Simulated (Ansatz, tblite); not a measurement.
# The cluster CSi₂: a ladder of methods and basis sets

How do method and basis change the picture of the cluster CSi₂ (singlet)?

Program: Ansatz 0.2.0, Gaussian basis. Level of theory: as each input shows. These are calculated values, not measurements.

Plan: GFN1-xTB, GFN2-xTB, PBE-D4/def2-TZVP, r2SCAN-D4/def2-TZVP, revPBE-D4/def2-TZVP, B3LYP-D4/def2-TZVP, r2SCANh-D4/def2-TZVP, r2SCAN0-D4/def2-TZVP, HF/def2-TZVP, PBE-D4/def2-SVP, PBE0-D4/def2-SVP, HF/STO-3G, HF/6-31G, B3LYP-D4/6-31G, PBE0-D4/def2-TZVPD, PBE-D4/def2-TZVPD, r2SCAN-D4/def2-TZVPD, CCSD(T)/def2-TZVPP, MP2/def2-TZVP, RPA/def2-TZVP, CCSD(T)/def2-TZVPD.

1 further run of the same task is left out (set aside as unsound or not needed).

**1. The relaxed structure**

The geometry is that of the singlet, from an earlier relaxation (PBE0-D4/def2-TZVP). At that level it is the lowest of the isomers that a small search found.

3 atoms, charge 0, spin multiplicity 1.

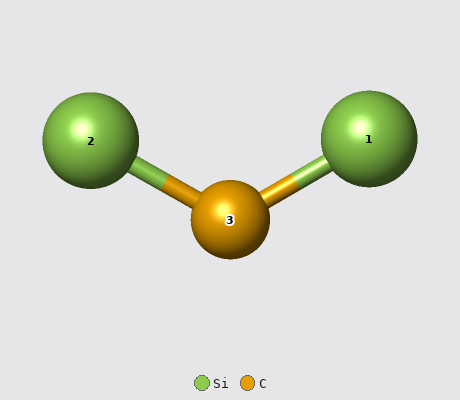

The structure; silicon green, carbon amber; atoms are numbered from 1 in the order of the file.

PBE0-D4/def2-TZVP was run before; its log isn't repeated, and its numbers join the tables.

**2. GFN1-xTB**

Tight binding, by tblite at 300 K electronic temperature and without a spin-polarisation term:

```python
tblite.interface.Calculator('GFN1-xTB', numbers, positions, charge=0, uhf=0).singlepoint()
```

Energy -152.1166 eV, HOMO -9.34 eV, LUMO -6.69 eV; 0.002 s.

**3. GFN2-xTB**

Tight binding, by tblite at 300 K electronic temperature and without a spin-polarisation term:

```python
tblite.interface.Calculator('GFN2-xTB', numbers, positions, charge=0, uhf=0).singlepoint()
```

Energy -146.7960 eV, HOMO -7.18 eV, LUMO -4.89 eV; 0.002 s.

**4. PBE-D4/def2-TZVP**

start.molden holds the orbitals of an earlier run on this state, given as this run's starting guess.

File in.yaml:

```yaml
crystal:
  periodic: [false, false, false]
  atoms:
    - {symbol: Si, position_ang: [-1.069872, 0.913776, -0.498080]}
    - {symbol: Si, position_ang: [1.125089, -0.483473, 0.853287]}
    - {symbol: C, position_ang: [-0.055227, -0.430304, -0.355217]}
basis:
  gaussian: {orbitals: def2-TZVP, initial_orbitals: start.molden}
hamiltonian: {xc: pbe, dispersion: d4}
scf: {omitted_lower_state_checks: [starts]}
output: {orbitals: {seedname: orbitals}}
```

Run with:

```
> ansatz run in.yaml --threads 4 --pin off --events-out ev --progress --plain --max-ram 3916MiB
```

Standard output:

```text
Functional definition: PBE
  name "PBE"
  cite "Perdew, Burke & Ernzerhof, Phys. Rev. Lett. 77, 3865 (1996) doi:10.1103/PhysRevLett.77.3865"
  parent pbe
  parameter kappa = 0.804
  parameter beta = 0.06672455060314922
  exchange = pbe_x(kappa = kappa, mu = beta*pi^2/3)
  correlation = pbe_c(beta = beta)
these checks for a lower state are left out or cut short: starts
684 factors; their error is unknown
mean field evaluation 1: about -16780.1882 eV, gradient 9.0e0 eV
mean field evaluation 2: about -16780.2544 eV, gradient 9.8e-2 eV
mean field evaluation 4: about -16780.2446 eV, gradient 1.5e-4 eV
mean field evaluation 8: about -16780.2446 eV, gradient 1.0e-5 eV
mean field -16780.24459736 eV, -616.6626148947 hartree, gradient 1.0e-5 eV, S^2 0.000000; 0 other end points of the search recorded, 0 dependent functions left out
reference -16780.24462540 eV, -616.6626159249 hartree; 17, 17 occupied and 88, 88 virtual orbitals, 684 factors
Total energy: -16780.35177378 eV, -616.6665535555 hartree
Checks for a lower state left out: starts
```

Run time: 0.4 s. Hardware: 4 threads of Arm Neoverse V2, shared host.

Report: HOMO -6.06 eV, LUMO -3.27 eV.

**5. r2SCAN-D4/def2-TZVP**

Changes to in.yaml since step 4:

```diff
@@ -8,3 +8,3 @@
   gaussian: {orbitals: def2-TZVP, initial_orbitals: start.molden}
-hamiltonian: {xc: pbe, dispersion: d4}
+hamiltonian: {xc: r2scan, dispersion: d4}
 scf: {omitted_lower_state_checks: [starts]}
```

The command is unchanged.

Standard output:

```text
Functional definition: r2SCAN
  name "r2SCAN"
  cite "Furness, Kaplan, Ning, Perdew & Sun, J. Phys. Chem. Lett. 11, 8208 (2020) doi:10.1021/acs.jpclett.0c02405"
  cite "Furness, Kaplan, Ning, Perdew & Sun, J. Phys. Chem. Lett. 11, 9248 (2020) doi:10.1021/acs.jpclett.0c03077"
  parent r2scan
  parameter k0 = 0.174
  parameter k1 = 0.065
  parameter a1 = 4.9479
  exchange = r2scan_x(k0 = k0, k1 = k1, a1 = a1)
  correlation = r2scan_c
these checks for a lower state are left out or cut short: starts
684 factors; their error is unknown
mean field evaluation 1: about -16787.2146 eV, gradient 6.1e0 eV
mean field evaluation 2: about -16787.2442 eV, gradient 5.4e-2 eV
mean field evaluation 4: about -16787.2325 eV, gradient 7.8e-5 eV
mean field evaluation 8: about -16787.2325 eV, gradient 8.5e-6 eV
mean field -16787.23249145 eV, -616.9194152659 hartree, gradient 8.5e-6 eV, S^2 0.000000; 0 other end points of the search recorded, 0 dependent functions left out
reference -16787.23250002 eV, -616.9194155807 hartree; 17, 17 occupied and 88, 88 virtual orbitals, 684 factors
Total energy: -16787.25290597 eV, -616.9201654855 hartree
Checks for a lower state left out: starts
```

Wall time 1 s (4 threads of Arm Neoverse V2, shared host).

HOMO -6.29 eV, LUMO -3.22 eV.

**6. revPBE-D4/def2-TZVP**

Changes to in.yaml since step 5:

```diff
@@ -8,4 +8,4 @@
   gaussian: {orbitals: def2-TZVP, initial_orbitals: start.molden}
-hamiltonian: {xc: r2scan, dispersion: d4}
+hamiltonian: {xc: {name: revPBE}, dispersion: d4}
 scf: {omitted_lower_state_checks: [starts]}
-output: {orbitals: {seedname: orbitals}}
+output: {forces: true, orbitals: {seedname: orbitals}}
```

The command is unchanged.

Standard output, shortened:

```text
Functional definition: revPBE
  name "revPBE"
  cite "Zhang & Yang, Phys. Rev. Lett. 80, 890 (1998) doi:10.1103/PhysRevLett.80.890"
  cite "Perdew, Burke & Ernzerhof, Phys. Rev. Lett. 77, 3865 (1996) doi:10.1103/PhysRevLett.77.3865"
[...]
684 factors; their error is unknown
[...]
mean field -16786.10518254 eV, -616.8779874275 hartree, gradient 1.9e-5 eV, S^2 0.000000; 0 other end points of the search recorded, 0 dependent functions left out
[...]
reference -16786.10521767 eV, -616.8779887186 hartree; 17, 17 occupied and 88, 88 virtual orbitals, 684 factors
Total energy: -16786.37586234 eV, -616.8879347269 hartree
Atom 0 at    -1.069872     0.913776    -0.498080 Å, force    -0.475528     0.585547    -0.097578 eV/Å
Atom 1 at     1.125089    -0.483473     0.853287 Å, force     0.542643    -0.062591     0.529277 eV/Å
Atom 2 at    -0.055227    -0.430304    -0.355217 Å, force    -0.067116    -0.522957    -0.431699 eV/Å
Dipole moment:     0.015553     0.121188     0.100040 e Å
Checks for a lower state left out: starts
```

It took 0.45 s on 4 threads of Arm Neoverse V2, shared host.

From the report: HOMO -6.03 eV, LUMO -3.22 eV.

**7. B3LYP-D4/def2-TZVP**

Changes to in.yaml since step 6:

```diff
@@ -8,4 +8,4 @@
   gaussian: {orbitals: def2-TZVP, initial_orbitals: start.molden}
-hamiltonian: {xc: {name: revPBE}, dispersion: d4}
+hamiltonian: {xc: {name: B3LYP}, dispersion: d4}
 scf: {omitted_lower_state_checks: [starts]}
-output: {forces: true, orbitals: {seedname: orbitals}}
+output: {orbitals: {seedname: orbitals}}
```

The command is unchanged.

Standard output, shortened:

```text
Functional definition: B3LYP
  name "B3LYP"
  cite "Stephens, Devlin, Chabalowski & Frisch, J. Phys. Chem. 98, 11623 (1994) doi:10.1021/j100096a001"
  cite "Becke, Phys. Rev. A 38, 3098 (1988) doi:10.1103/PhysRevA.38.3098"
  cite "Lee, Yang & Parr, Phys. Rev. B 37, 785 (1988) doi:10.1103/PhysRevB.37.785"
  cite "Vosko, Wilk & Nusair, Can. J. Phys. 58, 1200 (1980) doi:10.1139/p80-159"
[...]
702 factors; their error is unknown
[...]
mean field -16790.54208039 eV, -617.0410404160 hartree, gradient 3.0e-5 eV, S^2 0.000000; 0 other end points of the search recorded, 0 dependent functions left out
reference -16790.54226575 eV, -617.0410472279 hartree; 17, 17 occupied and 88, 88 virtual orbitals, 702 factors
Total energy: -16790.72250484 eV, -617.0476708925 hartree
Checks for a lower state left out: starts
```

It took 0.5 s on 4 threads of Arm Neoverse V2, shared host.

Report: HOMO -6.94 eV, LUMO -2.63 eV.

**8. r2SCANh-D4/def2-TZVP**

Changes to in.yaml since step 7:

```diff
@@ -8,3 +8,3 @@
   gaussian: {orbitals: def2-TZVP, initial_orbitals: start.molden}
-hamiltonian: {xc: {name: B3LYP}, dispersion: d4}
+hamiltonian: {xc: {name: r2SCANh}, dispersion: d4}
 scf: {omitted_lower_state_checks: [starts]}
```

Launched as before.

Standard output, shortened:

```text
Functional definition: r2SCANh
  name "r2SCANh"
  cite "Bursch, Neugebauer, Ehlert & Grimme, J. Chem. Phys. 156, 134105 (2022) doi:10.1063/5.0086040"
  cite "Furness, Kaplan, Ning, Perdew & Sun, J. Phys. Chem. Lett. 11, 8208 (2020) doi:10.1021/acs.jpclett.0c02405"
  cite "Furness, Kaplan, Ning, Perdew & Sun, J. Phys. Chem. Lett. 11, 9248 (2020) doi:10.1021/acs.jpclett.0c03077"
  parent r2scan
[...]
684 factors; their error is unknown
[...]
mean field -16787.02558883 eV, -616.9118117350 hartree, gradient 1.9e-5 eV, S^2 0.000000; 0 other end points of the search recorded, 0 dependent functions left out
reference -16787.02559670 eV, -616.9118120243 hartree; 17, 17 occupied and 88, 88 virtual orbitals, 684 factors
Total energy: -16787.04856270 eV, -616.9126560091 hartree
Checks for a lower state left out: starts
```

Wall time 0.95 s (4 threads of Arm Neoverse V2, shared host).

From the report: HOMO -6.69 eV, LUMO -2.92 eV.

**9. r2SCAN0-D4/def2-TZVP**

Changes to in.yaml since step 8:

```diff
@@ -8,3 +8,3 @@
   gaussian: {orbitals: def2-TZVP, initial_orbitals: start.molden}
-hamiltonian: {xc: {name: r2SCANh}, dispersion: d4}
+hamiltonian: {xc: {name: r2SCAN0}, dispersion: d4}
 scf: {omitted_lower_state_checks: [starts]}
```

Same command.

Standard output, shortened:

```text
Functional definition: r2SCAN0
  name "r2SCAN0"
  cite "Bursch, Neugebauer, Ehlert & Grimme, J. Chem. Phys. 156, 134105 (2022) doi:10.1063/5.0086040"
  cite "Furness, Kaplan, Ning, Perdew & Sun, J. Phys. Chem. Lett. 11, 8208 (2020) doi:10.1021/acs.jpclett.0c02405"
  cite "Furness, Kaplan, Ning, Perdew & Sun, J. Phys. Chem. Lett. 11, 9248 (2020) doi:10.1021/acs.jpclett.0c03077"
  parent r2scan
[...]
716 factors; their error is unknown
[...]
mean field -16786.73530141 eV, -616.9011438691 hartree, gradient 1.9e-5 eV, S^2 0.000000; 0 other end points of the search recorded, 0 dependent functions left out
reference -16786.73530825 eV, -616.9011441204 hartree; 17, 17 occupied and 88, 88 virtual orbitals, 716 factors
Total energy: -16786.76146967 eV, -616.9021055346 hartree
Checks for a lower state left out: starts
```

It took 0.95 s on 4 threads of Arm Neoverse V2, shared host.

Report: HOMO -7.29 eV, LUMO -2.49 eV.

**10. HF/def2-TZVP**

Changes to in.yaml since step 9:

```diff
@@ -8,3 +8,3 @@
   gaussian: {orbitals: def2-TZVP, initial_orbitals: start.molden}
-hamiltonian: {xc: {name: r2SCAN0}, dispersion: d4}
+hamiltonian: {xc: hf}
 scf: {omitted_lower_state_checks: [starts]}
```

Same command.

Standard output:

```text
Functional definition: HF
  name "HF"
  cite "Fock, Z. Phys. 61, 126 (1930) doi:10.1007/BF01340294"
  parent pbe
  exchange = exact_x
  correlation = 0
these checks for a lower state are left out or cut short: starts
849 factors; their error is unknown
mean field evaluation 1: about -16751.7034 eV, gradient 2.6e1 eV
mean field evaluation 2: about -16752.1898 eV, gradient 6.8e-1 eV
mean field evaluation 4: about -16752.5042 eV, gradient 4.4e-1 eV
mean field -16752.50432069 eV, -615.6431785301 hartree, gradient 1.5e-5 eV, S^2 0.000000; 0 other end points of the search recorded, 0 dependent functions left out
reference -16752.50432069 eV, -615.6431785301 hartree; 17, 17 occupied and 88, 88 virtual orbitals, 849 factors
Total energy: -16752.50432069 eV, -615.6431785301 hartree
Checks for a lower state left out: starts
```

It took 0.25 s on 4 threads of Arm Neoverse V2, shared host.

Report: HOMO -9.37 eV, LUMO 0.50 eV.

**11. PBE-D4/def2-SVP**

Changes to in.yaml since step 10:

```diff
@@ -7,4 +7,4 @@
 basis:
-  gaussian: {orbitals: def2-TZVP, initial_orbitals: start.molden}
-hamiltonian: {xc: hf}
+  gaussian: {orbitals: def2-SVP, initial_orbitals: start.molden}
+hamiltonian: {xc: pbe, dispersion: d4}
 scf: {omitted_lower_state_checks: [starts]}
```

Same command.

Standard output:

```text
Functional definition: PBE
  name "PBE"
  cite "Perdew, Burke & Ernzerhof, Phys. Rev. Lett. 77, 3865 (1996) doi:10.1103/PhysRevLett.77.3865"
  parent pbe
  parameter kappa = 0.804
  parameter beta = 0.06672455060314922
  exchange = pbe_x(kappa = kappa, mu = beta*pi^2/3)
  correlation = pbe_c(beta = beta)
these checks for a lower state are left out or cut short: starts
550 factors; their error is unknown
mean field evaluation 1: about -16773.5705 eV, gradient 6.0e0 eV
mean field evaluation 2: about -16773.6713 eV, gradient 9.0e-2 eV
mean field evaluation 4: about -16773.6118 eV, gradient 8.1e-5 eV
mean field -16773.61180387 eV, -616.4188642299 hartree, gradient 8.3e-5 eV, S^2 0.000000; 0 other end points of the search recorded, 0 dependent functions left out
reference -16773.61183093 eV, -616.4188652242 hartree; 17, 17 occupied and 33, 33 virtual orbitals, 550 factors
Total energy: -16773.71897931 eV, -616.4228028547 hartree
Checks for a lower state left out: starts
```

Run time: 0.2 s. Hardware: 4 threads of Arm Neoverse V2, shared host.

HOMO -6.09 eV, LUMO -3.28 eV.

**12. PBE0-D4/def2-SVP**

Changes to in.yaml since step 11:

```diff
@@ -8,3 +8,3 @@
   gaussian: {orbitals: def2-SVP, initial_orbitals: start.molden}
-hamiltonian: {xc: pbe, dispersion: d4}
+hamiltonian: {xc: pbe0, dispersion: d4}
 scf: {omitted_lower_state_checks: [starts]}
```

Launched as before.

Standard output, shortened:

```text
Functional definition: PBE0
  name "PBE0"
  cite "Adamo & Barone, J. Chem. Phys. 110, 6158 (1999) doi:10.1063/1.478522"
  cite "Perdew, Burke & Ernzerhof, Phys. Rev. Lett. 77, 3865 (1996) doi:10.1103/PhysRevLett.77.3865"
  parent pbe
[...]
476 factors; integrals over basis functions are off by at most 7.9e-4 eV
[...]
mean field -16774.83302209 eV, -616.4637431715 hartree, gradient 2.2e-5 eV, S^2 0.000000; 0 other end points of the search recorded, 0 dependent functions left out
reference -16774.83304244 eV, -616.4637439194 hartree; 17, 17 occupied and 33, 33 virtual orbitals, 476 factors
Total energy: -16774.92267971 eV, -616.4670380283 hartree
Checks for a lower state left out: starts
```

Wall time 0.25 s (4 threads of Arm Neoverse V2, shared host).

HOMO -7.21 eV, LUMO -2.54 eV.

**13. HF/STO-3G**

Changes to in.yaml since step 12:

```diff
@@ -7,4 +7,4 @@
 basis:
-  gaussian: {orbitals: def2-SVP, initial_orbitals: start.molden}
-hamiltonian: {xc: pbe0, dispersion: d4}
+  gaussian: {orbitals: STO-3G}
+hamiltonian: {xc: hf}
 scf: {omitted_lower_state_checks: [starts]}
```

The command is unchanged.

Standard output:

```text
Functional definition: HF
  name "HF"
  cite "Fock, Z. Phys. 61, 126 (1930) doi:10.1007/BF01340294"
  parent pbe
  exchange = exact_x
  correlation = 0
these checks for a lower state are left out or cut short: starts
255 factors; integrals over basis functions are off by at most 2.2e-5 eV
mean field evaluation 1: about -16553.4530 eV, gradient 2.6e1 eV
mean field evaluation 2: about -16553.4747 eV, gradient 2.6e1 eV
mean field evaluation 4: about -16555.6930 eV, gradient 1.2e0 eV
mean field evaluation 8: about -16555.7045 eV, gradient 9.1e-6 eV
mean field -16555.70447105 eV, -608.4109174514 hartree, gradient 1.2e-5 eV, S^2 0.000000; 0 other end points of the search recorded, 0 dependent functions left out
reference -16555.70447105 eV, -608.4109174514 hartree; 17, 17 occupied and 6, 6 virtual orbitals, 255 factors
Total energy: -16555.70447105 eV, -608.4109174514 hartree
Checks for a lower state left out: starts
```

Run time: 0.05 s. Hardware: 4 threads of Arm Neoverse V2, shared host.

Report: HOMO -4.80 eV, LUMO 6.10 eV.

**14. HF/6-31G**

Changes to in.yaml since step 13:

```diff
@@ -7,3 +7,3 @@
 basis:
-  gaussian: {orbitals: STO-3G}
+  gaussian: {orbitals: 6-31G}
 hamiltonian: {xc: hf}
```

The command is unchanged.

Standard output:

```text
Functional definition: HF
  name "HF"
  cite "Fock, Z. Phys. 61, 126 (1930) doi:10.1007/BF01340294"
  parent pbe
  exchange = exact_x
  correlation = 0
these checks for a lower state are left out or cut short: starts
407 factors; integrals over basis functions are off by at most 7.3e-5 eV
mean field evaluation 1: about -16746.0635 eV, gradient 3.1e1 eV
mean field evaluation 2: about -16746.0683 eV, gradient 3.1e1 eV
mean field evaluation 4: about -16748.8929 eV, gradient 2.3e0 eV
mean field evaluation 8: about -16748.9263 eV, gradient 1.7e-4 eV
mean field -16748.92633503 eV, -615.5116899822 hartree, gradient 2.1e-5 eV, S^2 0.000000; 0 other end points of the search recorded, 0 dependent functions left out
reference -16748.92633503 eV, -615.5116899822 hartree; 17, 17 occupied and 18, 18 virtual orbitals, 407 factors
Total energy: -16748.92633503 eV, -615.5116899822 hartree
Checks for a lower state left out: starts
```

Wall time 0.1 s (4 threads of Arm Neoverse V2, shared host).

From the report: HOMO -9.35 eV, LUMO 0.24 eV.

**15. B3LYP-D4/6-31G**

Changes to in.yaml since step 14:

```diff
@@ -8,3 +8,3 @@
   gaussian: {orbitals: 6-31G}
-hamiltonian: {xc: hf}
+hamiltonian: {xc: {name: B3LYP}, dispersion: d4}
 scf: {omitted_lower_state_checks: [starts]}
```

The command is unchanged.

Standard output, shortened:

```text
Functional definition: B3LYP
  name "B3LYP"
  cite "Stephens, Devlin, Chabalowski & Frisch, J. Phys. Chem. 98, 11623 (1994) doi:10.1021/j100096a001"
  cite "Becke, Phys. Rev. A 38, 3098 (1988) doi:10.1103/PhysRevA.38.3098"
  cite "Lee, Yang & Parr, Phys. Rev. B 37, 785 (1988) doi:10.1103/PhysRevB.37.785"
  cite "Vosko, Wilk & Nusair, Can. J. Phys. 58, 1200 (1980) doi:10.1139/p80-159"
[...]
407 factors; integrals over basis functions are off by at most 7.3e-5 eV
[...]
mean field -16787.35046612 eV, -616.9237507552 hartree, gradient 1.6e-5 eV, S^2 0.000000; 0 other end points of the search recorded, 0 dependent functions left out
reference -16787.35065795 eV, -616.9237578046 hartree; 17, 17 occupied and 18, 18 virtual orbitals, 407 factors
Total energy: -16787.53089704 eV, -616.9303814692 hartree
Checks for a lower state left out: starts
```

Wall time 0.2 s (4 threads of Arm Neoverse V2, shared host).

HOMO -6.98 eV, LUMO -2.81 eV.

**16. PBE0-D4/def2-TZVPD**

Changes to in.yaml since step 15:

```diff
@@ -7,4 +7,4 @@
 basis:
-  gaussian: {orbitals: 6-31G}
-hamiltonian: {xc: {name: B3LYP}, dispersion: d4}
+  gaussian: {orbitals: def2-TZVPD, initial_orbitals: start.molden}
+hamiltonian: {xc: pbe0, dispersion: d4}
 scf: {omitted_lower_state_checks: [starts]}
```

The command is unchanged.

Standard output:

```text
Functional definition: PBE0
  name "PBE0"
  cite "Adamo & Barone, J. Chem. Phys. 110, 6158 (1999) doi:10.1063/1.478522"
  cite "Perdew, Burke & Ernzerhof, Phys. Rev. Lett. 77, 3865 (1996) doi:10.1103/PhysRevLett.77.3865"
  parent pbe
  parameter a = 0.25
  parameter kappa = 0.804
  parameter beta = 0.06672455060314922
  exchange = (1 - a)*pbe_x(kappa = kappa, mu = beta*pi^2/3) + a*exact_x
  correlation = pbe_c(beta = beta)
these checks for a lower state are left out or cut short: starts
766 factors; their error is unknown
mean field evaluation 1: about -16781.4161 eV, gradient 3.7e0 eV
mean field evaluation 2: about -16781.4303 eV, gradient 2.6e-2 eV
mean field evaluation 4: about -16781.4465 eV, gradient 3.3e-5 eV
mean field -16781.44650191 eV, -616.7067840721 hartree, gradient 5.6e-5 eV, S^2 0.000000; 0 other end points of the search recorded, 0 dependent functions left out
reference -16781.44652695 eV, -616.7067849924 hartree; 17, 17 occupied and 106, 106 virtual orbitals, 766 factors
Total energy: -16781.53616422 eV, -616.7100791013 hartree
Checks for a lower state left out: starts
```

Wall time 0.55 s (4 threads of Arm Neoverse V2, shared host).

Report: HOMO -7.18 eV, LUMO -2.54 eV.

**17. PBE-D4/def2-TZVPD**

Changes to in.yaml since step 16:

```diff
@@ -8,3 +8,3 @@
   gaussian: {orbitals: def2-TZVPD, initial_orbitals: start.molden}
-hamiltonian: {xc: pbe0, dispersion: d4}
+hamiltonian: {xc: pbe, dispersion: d4}
 scf: {omitted_lower_state_checks: [starts]}
```

The command is unchanged.

Standard output:

```text
Functional definition: PBE
  name "PBE"
  cite "Perdew, Burke & Ernzerhof, Phys. Rev. Lett. 77, 3865 (1996) doi:10.1103/PhysRevLett.77.3865"
  parent pbe
  parameter kappa = 0.804
  parameter beta = 0.06672455060314922
  exchange = pbe_x(kappa = kappa, mu = beta*pi^2/3)
  correlation = pbe_c(beta = beta)
these checks for a lower state are left out or cut short: starts
724 factors; their error is unknown
mean field evaluation 1: about -16780.1823 eV, gradient 1.0e1 eV
mean field evaluation 2: about -16780.2665 eV, gradient 1.3e-1 eV
mean field evaluation 4: about -16780.2626 eV, gradient 2.4e-4 eV
mean field evaluation 8: about -16780.2626 eV, gradient 1.4e-5 eV
mean field -16780.26260667 eV, -616.6632767246 hartree, gradient 1.4e-5 eV, S^2 0.000000; 0 other end points of the search recorded, 0 dependent functions left out
reference -16780.26264033 eV, -616.6632779614 hartree; 17, 17 occupied and 106, 106 virtual orbitals, 724 factors
Total energy: -16780.36978871 eV, -616.6672155920 hartree
Checks for a lower state left out: starts
```

Wall time 0.5 s (4 threads of Arm Neoverse V2, shared host).

HOMO -6.09 eV, LUMO -3.29 eV.

**18. r2SCAN-D4/def2-TZVPD**

Changes to in.yaml since step 17:

```diff
@@ -8,3 +8,3 @@
   gaussian: {orbitals: def2-TZVPD, initial_orbitals: start.molden}
-hamiltonian: {xc: pbe, dispersion: d4}
+hamiltonian: {xc: r2scan, dispersion: d4}
 scf: {omitted_lower_state_checks: [starts]}
```

The command is unchanged.

Standard output:

```text
Functional definition: r2SCAN
  name "r2SCAN"
  cite "Furness, Kaplan, Ning, Perdew & Sun, J. Phys. Chem. Lett. 11, 8208 (2020) doi:10.1021/acs.jpclett.0c02405"
  cite "Furness, Kaplan, Ning, Perdew & Sun, J. Phys. Chem. Lett. 11, 9248 (2020) doi:10.1021/acs.jpclett.0c03077"
  parent r2scan
  parameter k0 = 0.174
  parameter k1 = 0.065
  parameter a1 = 4.9479
  exchange = r2scan_x(k0 = k0, k1 = k1, a1 = a1)
  correlation = r2scan_c
these checks for a lower state are left out or cut short: starts
724 factors; their error is unknown
mean field evaluation 1: about -16787.2088 eV, gradient 7.1e0 eV
mean field evaluation 2: about -16787.2497 eV, gradient 6.8e-2 eV
mean field evaluation 4: about -16787.2438 eV, gradient 1.0e-4 eV
mean field evaluation 8: about -16787.2438 eV, gradient 1.2e-5 eV
mean field -16787.24378298 eV, -616.9198302219 hartree, gradient 1.2e-5 eV, S^2 0.000000; 0 other end points of the search recorded, 0 dependent functions left out
reference -16787.24379288 eV, -616.9198305859 hartree; 17, 17 occupied and 106, 106 virtual orbitals, 724 factors
Total energy: -16787.26419883 eV, -616.9205804907 hartree
Checks for a lower state left out: starts
```

Run time: 1.1 s. Hardware: 4 threads of Arm Neoverse V2, shared host.

From the report: HOMO -6.30 eV, LUMO -3.23 eV.

(Part 1 of 2 ends here.)
